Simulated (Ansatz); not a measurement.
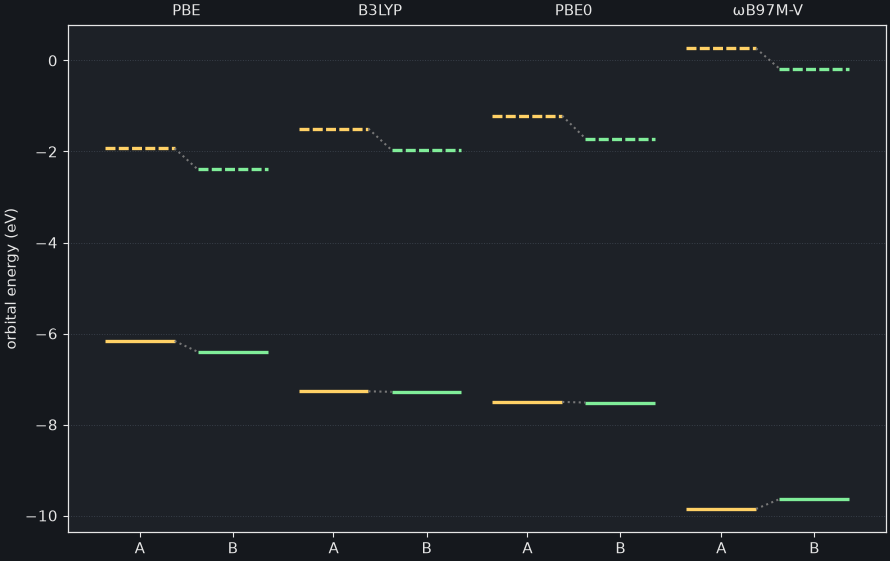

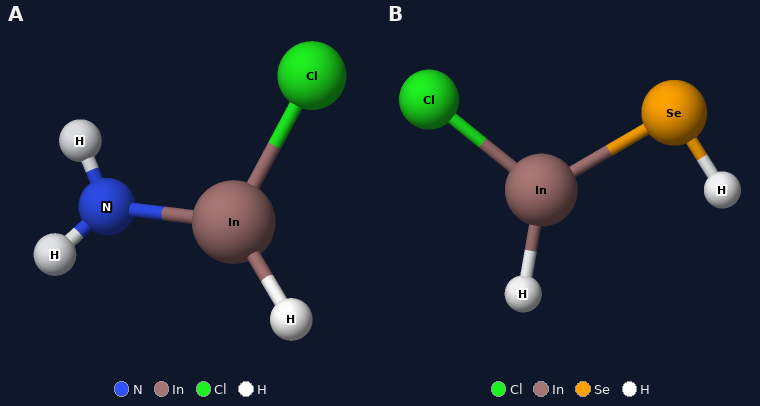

One change: A, InNH₃Cl (SMILES [NH2][InH][Cl]), becomes B, InH₂SeCl (SMILES [Cl][InH][SeH]). NH₂ on In is replaced by SeH. HOMO (solid) and LUMO (dashed) computed in def2-TZVPP at PBE0-D4/def2-TZVP geometries, both minima by their frequencies, gas phase, the Ansatz code. Empty levels above zero depend strongly on the basis.

Q: What does the change do to HOMO and LUMO?

A: PBE: the HOMO falls by 0.24 eV, the LUMO falls by 0.46 eV, and the separation goes from 4.23 to 4.01 eV. B3LYP: the HOMO hardly moves, the LUMO falls by 0.47 eV, and the separation goes from 5.77 to 5.31 eV. PBE0: the HOMO hardly moves, the LUMO falls by 0.50 eV, and the separation goes from 6.29 to 5.80 eV. ωB97M-V: the HOMO rises by 0.21 eV, the LUMO falls by 0.44 eV, and the separation goes from 10.12 to 9.46 eV.

Q: Do the functionals agree on the effect?

A: Not on every direction; the HOMO shift lies between −0.24 and 0.21 eV and the LUMO shift between −0.50 and −0.44 eV, while the separations themselves differ by up to 5.9 eV between functionals.

Known limits of this run: core potentials past krypton; spin-orbit coupling is left out, and with In it can shift these values.
